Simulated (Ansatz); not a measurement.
## Si2NH5OF: geometry relaxation (part 1 of 2)

Si2NH5OF, multiplicity 2, computed with UKS PBE0-D4/def2-TZVP (Ansatz 0.2.0).

Figures and captions count atoms from 1; the log counts them from 0 in places.

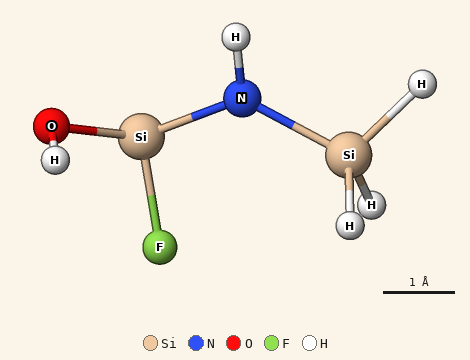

The input geometry (ball-and-stick view, seen at a tilt). Bond lengths as drawn: F–Si 1.62 Å, H–N 1.01 Å, H–O 0.96 Å, H–Si 1.49 Å, N–Si 1.73 Å and O–Si 1.65 Å.

Results in brief

```tsv
quantity	value
outcome	converged
total energy	−22084.0266 eV
mean-field energy	−22083.8270 eV
dispersion energy	−0.1996 eV
⟨S²⟩	0.752
SCF solution under orbital rotations	stable
largest force (length of the vector) at the end	0.004 eV/Å
dipole moment	2.31 D
hardware	4 CPU threads, shared host
wall time	40 s (CPU time 59 s)
peak memory	0.95 GiB
```

Input file
```yaml
crystal:
  periodic: [false, false, false]
  atoms:
    - {symbol: Si, position_ang: [-1.044910, -1.291285, 0.052582]}
    - {symbol: N, position_ang: [-0.957347, 0.219473, 0.884297]}
    - {symbol: Si, position_ang: [0.289009, 0.814429, 1.922318]}
    - {symbol: O, position_ang: [-2.486223, -2.025888, 0.373991]}
    - {symbol: F, position_ang: [0.109130, -2.173280, 0.760903]}
    - {symbol: H, position_ang: [-1.787994, 0.789846, 0.815324]}
    - {symbol: H, position_ang: [0.182943, 2.296061, 1.991449]}
    - {symbol: H, position_ang: [0.207894, 0.278434, 3.308894]}
    - {symbol: H, position_ang: [1.621122, 0.442045, 1.378702]}
    - {symbol: H, position_ang: [-2.677870, -2.217062, 1.297795]}
basis:
  gaussian: {orbitals: def2-TZVP}
magnetization: {spin_polarized: true, initial_magnetization: 1}
hamiltonian: {xc: pbe0, dispersion: d4}
relax: {f_tol: 0.005, max_steps: 200}
```

Launched with:
```bash
ansatz run in.yaml --threads 4 --pin off --events-out ev --progress --plain --max-ram 66560MiB --backend cuda --devices 0, --max-vram 37GiB
```

Log
```
Functional definition: PBE0
  name "PBE0"
  cite "Adamo & Barone, J. Chem. Phys. 110, 6158 (1999) doi:10.1063/1.478522"
  cite "Perdew, Burke & Ernzerhof, Phys. Rev. Lett. 77, 3865 (1996) doi:10.1103/PhysRevLett.77.3865"
  parent pbe
  parameter a = 0.25
  parameter kappa = 0.804
  parameter beta = 0.06672455060314922
  exchange = (1 - a)*pbe_x(kappa = kappa, mu = beta*pi^2/3) + a*exact_x
  correlation = pbe_c(beta = beta)
1218 factors; their error is unknown
mean field evaluation 1: about -22072.9087 eV, gradient 5.7e1 eV
mean field evaluation 2: about -22056.0331 eV, gradient 8.3e1 eV
mean field evaluation 4: about -22083.5933 eV, gradient 5.5e0 eV
mean field evaluation 8: about -22083.6893 eV, gradient 1.1e-1 eV
mean field evaluation 16: about -22083.7740 eV, gradient 2.1e-4 eV
mean field -22083.77395576 eV, -811.5637239544 hartree, gradient 7.8e-5 eV, S^2 0.751645; 0 other end points of the search recorded, 0 dependent functions left out
the calculation of the forces begins
reference -22083.77399007 eV, -811.5637252156 hartree; 29, 28 occupied and 168, 169 virtual orbitals, 1218 factors
relax step   1: F+E_penalty+E_count = -22083.97416523 eV  Δ(F+E_penalty+E_count) = +0.000e0 eV  max|allowed force component| = 1.082e0 eV/Å  Δτ_max = 0.0000 Å  (31 SCF iters, accepted)
these checks for a lower state are left out or cut short: starts, cluster_reference, orbital_swaps, neighbouring_geometries, increment
1218 factors; their error is unknown
mean field -22083.81134400 eV, -811.5650979469 hartree, gradient 2.4e-5 eV, S^2 0.751605; 0 other end points of the search recorded, 0 dependent functions left out
[... from here on the field's lines of each further geometry are left out, up to the last ...]
relax step   2: F+E_penalty+E_count = -22084.01061662 eV  Δ(F+E_penalty+E_count) = -3.645e-2 eV  max|allowed force component| = 3.498e-1 eV/Å  Δτ_max = 0.0831 Å  (33 SCF iters, accepted)
relax step   3: F+E_penalty+E_count = -22084.01977315 eV  Δ(F+E_penalty+E_count) = -9.157e-3 eV  max|allowed force component| = 1.589e-1 eV/Å  Δτ_max = 0.0417 Å  (33 SCF iters, accepted)
relax step   4: F+E_penalty+E_count = -22084.02331823 eV  Δ(F+E_penalty+E_count) = -3.545e-3 eV  max|allowed force component| = 9.024e-2 eV/Å  Δτ_max = 0.0497 Å  (33 SCF iters, accepted)
relax step   5: F+E_penalty+E_count = -22084.02445579 eV  Δ(F+E_penalty+E_count) = -1.138e-3 eV  max|allowed force component| = 4.777e-2 eV/Å  Δτ_max = 0.0396 Å  (33 SCF iters, accepted)
relax step   6: F+E_penalty+E_count = -22084.02517210 eV  Δ(F+E_penalty+E_count) = -7.163e-4 eV  max|allowed force component| = 5.755e-2 eV/Å  Δτ_max = 0.0474 Å  (33 SCF iters, accepted)
relax step   7: F+E_penalty+E_count = -22084.02544254 eV  Δ(F+E_penalty+E_count) = -2.704e-4 eV  max|allowed force component| = 5.081e-2 eV/Å  Δτ_max = 0.0185 Å  (34 SCF iters, accepted)
relax step   8: F+E_penalty+E_count = -22084.02564456 eV  Δ(F+E_penalty+E_count) = -2.020e-4 eV  max|allowed force component| = 3.306e-2 eV/Å  Δτ_max = 0.0197 Å  (34 SCF iters, accepted)
relax step   9: F+E_penalty+E_count = -22084.02550771 eV  Δ(F+E_penalty+E_count) = +1.369e-4 eV  max|allowed force component| = 1.132e-1 eV/Å  Δτ_max = 0.0531 Å  (33 SCF iters, rejected (line search))
relax step  10: F+E_penalty+E_count = -22084.02584656 eV  Δ(F+E_penalty+E_count) = -2.020e-4 eV  max|allowed force component| = 1.422e-2 eV/Å  Δτ_max = 0.0252 Å  (34 SCF iters, accepted)
relax step  11: F+E_penalty+E_count = -22084.02593355 eV  Δ(F+E_penalty+E_count) = -8.698e-5 eV  max|allowed force component| = 2.648e-2 eV/Å  Δτ_max = 0.0294 Å  (33 SCF iters, accepted)
relax step  12: F+E_penalty+E_count = -22084.02600799 eV  Δ(F+E_penalty+E_count) = -7.444e-5 eV  max|allowed force component| = 1.507e-2 eV/Å  Δτ_max = 0.0068 Å  (27 SCF iters, accepted)
relax step  13: F+E_penalty+E_count = -22084.02611977 eV  Δ(F+E_penalty+E_count) = -1.118e-4 eV  max|allowed force component| = 1.211e-2 eV/Å  Δτ_max = 0.0207 Å  (34 SCF iters, accepted)
relax step  14: F+E_penalty+E_count = -22084.02624760 eV  Δ(F+E_penalty+E_count) = -1.278e-4 eV  max|allowed force component| = 3.760e-2 eV/Å  Δτ_max = 0.0408 Å  (33 SCF iters, accepted)
relax step  15: F+E_penalty+E_count = -22084.02633694 eV  Δ(F+E_penalty+E_count) = -8.934e-5 eV  max|allowed force component| = 3.532e-2 eV/Å  Δτ_max = 0.0233 Å  (34 SCF iters, accepted)
relax step  16: F+E_penalty+E_count = -22084.02643020 eV  Δ(F+E_penalty+E_count) = -9.326e-5 eV  max|allowed force component| = 2.025e-2 eV/Å  Δτ_max = 0.0219 Å  (34 SCF iters, accepted)
relax step  17: F+E_penalty+E_count = -22084.02649579 eV  Δ(F+E_penalty+E_count) = -6.558e-5 eV  max|allowed force component| = 1.482e-2 eV/Å  Δτ_max = 0.0188 Å  (34 SCF iters, accepted)
relax step  18: F+E_penalty+E_count = -22084.02652999 eV  Δ(F+E_penalty+E_count) = -3.421e-5 eV  max|allowed force component| = 1.184e-2 eV/Å  Δτ_max = 0.0172 Å  (33 SCF iters, accepted)
relax step  19: F+E_penalty+E_count = -22084.02655933 eV  Δ(F+E_penalty+E_count) = -2.934e-5 eV  max|allowed force component| = 8.105e-3 eV/Å  Δτ_max = 0.0092 Å  (27 SCF iters, accepted)
the calculation of the forces begins
reference -22083.82700320 eV, -811.5656734120 hartree; 29, 28 occupied and 168, 169 virtual orbitals, 1218 factors
relax step  20: F+E_penalty+E_count = -22084.02656685 eV  Δ(F+E_penalty+E_count) = -7.517e-6 eV  max|allowed force component| = 3.012e-3 eV/Å  Δτ_max = 0.0016 Å  (26 SCF iters, accepted)
1218 factors; their error is unknown
mean field evaluation 160: about -22083.8270 eV, gradient 5.8e-2 eV
```

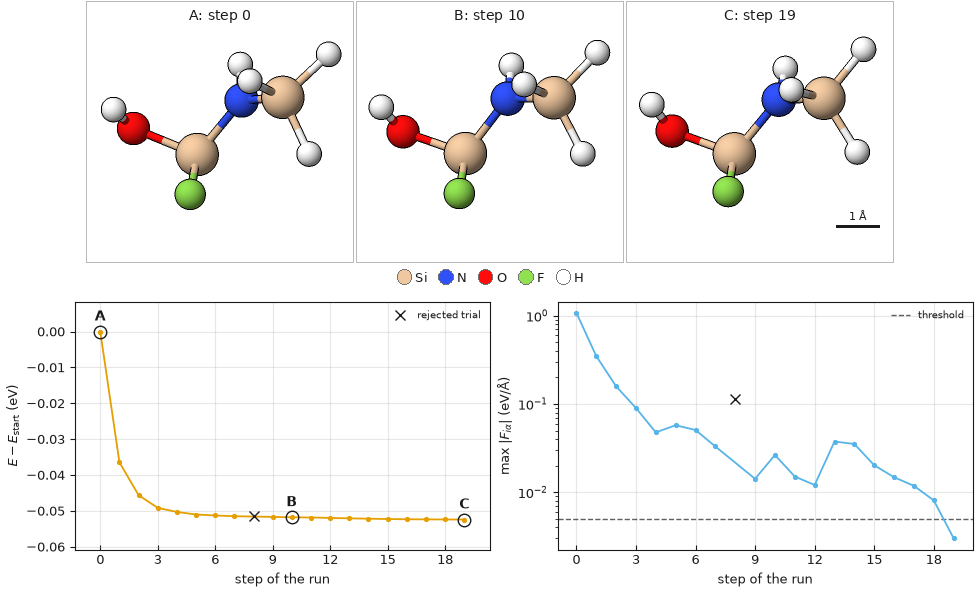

Frames of the relaxation (ball-and-stick view, seen at a tilt) above the curves, on which the letters mark them (the first geometry is step 0 here and step 1 in the log).

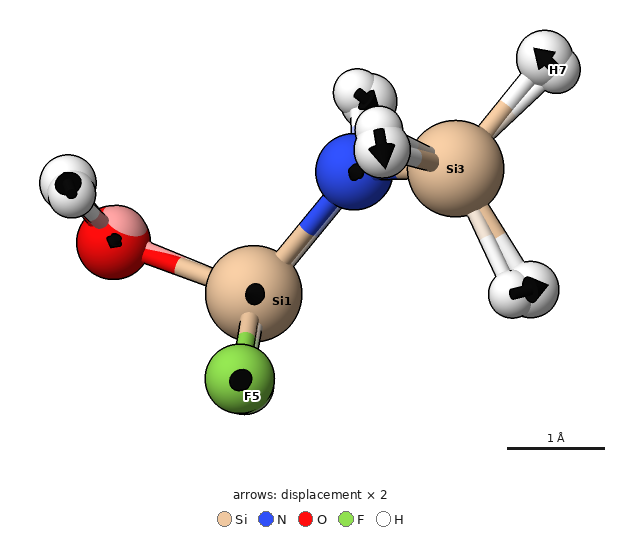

Start (faint) and end (solid) with the displacements as black arrows, magnified 2 times (ball-and-stick view, seen at a tilt). The two geometries are laid on each other by the best rigid fit. The atom that moves furthest after the best rigid fit is H9 (0.24 Å). By element the largest moves are H 0.24 Å, F 0.16 Å, Si 0.14 Å, N 0.09 Å, O 0.08 Å. Among the contacts that change: Si1–O4 1.649 → 1.634 Å, Si1–N2 1.727 → 1.713 Å, N2–Si3 1.728 → 1.741 Å, Si1–F5 1.616 → 1.605 Å. Among the angles that change: O4–Si1–F5 107.2° → 111.2°, N2–Si1–O4 109.9° → 113.0°. Over 19 geometry steps the energy falls by 0.052 eV. The largest force component goes from 1.1 to 0.003 eV/Å. The line search rejected the trial step at point 8 (counted from 0) and went back. (Atoms are counted from 1 in the order of the input.)

```
mean field -22083.82696858 eV, -811.5656721396 hartree, gradient 1.6e-5 eV, S^2 0.751597; 1 other end points of the search recorded, 0 dependent functions left out
the calculation of the forces begins
reference -22083.82700320 eV, -811.5656734120 hartree; 29, 28 occupied and 168, 169 virtual orbitals, 1218 factors
Total energy: -22084.02660147 eV, -811.5730085132 hartree
Atom 0 at    -1.031100    -1.351969     0.178691 Å, force     0.001476    -0.002131    -0.000525 eV/Å
Atom 1 at    -0.974808     0.170946     0.960315 Å, force     0.001709     0.000805     0.002311 eV/Å
Atom 2 at     0.323900     0.821356     1.920497 Å, force    -0.002187     0.001583    -0.003012 eV/Å
Atom 3 at    -2.484961    -2.085300     0.315361 Å, force    -0.000434    -0.000469     0.000502 eV/Å
Atom 4 at     0.113355    -2.190014     0.930420 Å, force    -0.000732     0.000748    -0.001406 eV/Å
Atom 5 at    -1.688921     0.831838     0.689155 Å, force    -0.001055    -0.000482    -0.001033 eV/Å
Atom 6 at     0.048686     2.271309     2.090075 Å, force    -0.000253     0.001157     0.001469 eV/Å
Atom 7 at     0.384873     0.175627     3.256212 Å, force     0.000972    -0.000369     0.000613 eV/Å
Atom 8 at     1.636765     0.639842     1.251961 Å, force     0.001592    -0.001161     0.001029 eV/Å
Atom 9 at    -2.872034    -2.150861     1.193568 Å, force    -0.001088     0.000320     0.000052 eV/Å
Dipole moment:    -0.302854     0.335774     0.165686 e Å
```

Trajectory as extended XYZ (Å, eV, eV/Å), 20 frames, from step=1 to step=20
```
10
Properties=species:S:1:pos:R:3:forces:R:3 step=1 energy=-22083.97416
Si   -1.0449   -1.2913    0.0526   -0.2887  -0.2103   1.0822
N    -0.9573    0.2195    0.8843   -0.1123  -0.3011  -0.2965
Si    0.2890    0.8144    1.9223    0.3898   0.0970   0.0978
O    -2.4862   -2.0259    0.3740    0.1863   0.1385  -0.3674
F     0.1091   -2.1733    0.7609   -0.0350   0.2280  -0.3414
H    -1.7880    0.7898    0.8153   -0.0078   0.0360  -0.0691
H     0.1829    2.2961    1.9914   -0.0513  -0.0178  -0.0084
H     0.2079    0.2784    3.3089   -0.0703  -0.0051  -0.0176
H     1.6211    0.4420    1.3787   -0.0692   0.0013  -0.0168
H    -2.6779   -2.2171    1.2978    0.0585   0.0334  -0.0630
10
Properties=species:S:1:pos:R:3:forces:R:3 step=2 energy=-22084.01062
Si   -1.0570   -1.2916    0.1044   -0.1330  -0.1723   0.3498
N    -0.9603    0.2188    0.9234   -0.1489  -0.2708  -0.1614
Si    0.3135    0.8305    1.9247    0.1271   0.0453   0.1273
O    -2.5016   -2.0439    0.3428    0.2368   0.1681  -0.0780
F     0.1157   -2.1850    0.7594   -0.1194   0.2294  -0.1312
H    -1.7737    0.8113    0.8219    0.0490  -0.0086  -0.0345
H     0.1870    2.3106    1.9828    0.0001  -0.0117  -0.0285
H     0.2213    0.3060    3.3146    0.0295   0.0046  -0.0068
H     1.6315    0.4480    1.3601   -0.0321   0.0101   0.0017
H    -2.7207   -2.2719    1.2523   -0.0091   0.0059  -0.0385
10
Properties=species:S:1:pos:R:3:forces:R:3 step=3 energy=-22084.01977
Si   -1.0628   -1.2905    0.1272   -0.0462  -0.1589  -0.0206
N    -0.9718    0.2079    0.9503   -0.0861  -0.0342   0.0374
Si    0.3187    0.8331    1.9332    0.0142  -0.0001   0.0115
O    -2.5043   -2.0500    0.3225    0.1471   0.0898   0.0513
F     0.1186   -2.1744    0.7678   -0.0688   0.1143  -0.0222
H    -1.7684    0.8173    0.8162    0.0690  -0.0160  -0.0001
H     0.1899    2.3132    1.9665   -0.0089  -0.0105   0.0002
H     0.2519    0.3181    3.3276    0.0107   0.0166  -0.0096
H     1.6272    0.4502    1.3514    0.0011  -0.0021  -0.0038
H    -2.7433   -2.2920    1.2236   -0.0322   0.0012  -0.0441
10
Properties=species:S:1:pos:R:3:forces:R:3 step=4 energy=-22084.02332
Si   -1.0622   -1.2888    0.1358   -0.0341  -0.0902   0.0050
N    -0.9894    0.1910    0.9936   -0.0136  -0.0023  -0.0191
Si    0.3222    0.8346    1.9368    0.0036  -0.0227   0.0166
O    -2.5011   -2.0532    0.3021    0.0783   0.0332   0.0179
F     0.1169   -2.1706    0.7783   -0.0276   0.0526  -0.0095
H    -1.7580    0.8234    0.8188    0.0027   0.0036   0.0132
H     0.1870    2.3138    1.9505   -0.0027   0.0049  -0.0041
H     0.2801    0.3409    3.3383    0.0165   0.0075   0.0064
H     1.6221    0.4464    1.3382   -0.0002   0.0056  -0.0020
H    -2.7619   -2.3046    1.1939   -0.0230   0.0080  -0.0245
```
